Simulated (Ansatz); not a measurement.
## Response to strain in PtTe2

Base system: PtTe2 (space group P-3m1, No. 164; layered; relaxed with 0.1 eV smearing).

```yaml
crystal:
  lattice:
    - [4.05264, 0.00000, 0.00000]
    - [-2.02632, 3.50969, 0.00000]
    - [0.00000, 0.00000, 5.09694]
  atoms:
    - { symbol: Te, position: [0.33333, 0.66667, 0.26692] }
    - { symbol: Te, position: [0.66667, 0.33333, 0.73308] }
    - { symbol: Pt, position: [0.00000, 0.00000, 0.00000] }
```

Cartesian axes are those of the cell as printed.

Strains are applied to the cell and any free atomic positions relax.

Computed with plane-wave PAW DFT at the PBE-D3(BJ) level (Ansatz, a program for electronic structure, 420 eV), no spin-orbit coupling.

Notes on the quantities. pressure: mean of the normal stresses, compression positive.

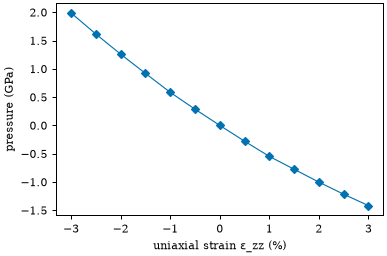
Pressure against uniaxial strain ε_zz

Question: From the plot, what is the pressure for uniaxial strain ε_zz = +0.50 %?

Answer: About -0.3 GPa.

Question: Is the trend monotonic over the range shown?

Answer: Yes, it falls throughout, spanning -1.4 GPa to 2.0 GPa.

Stability against distortions was not tested. The final runs are not spin-polarised.
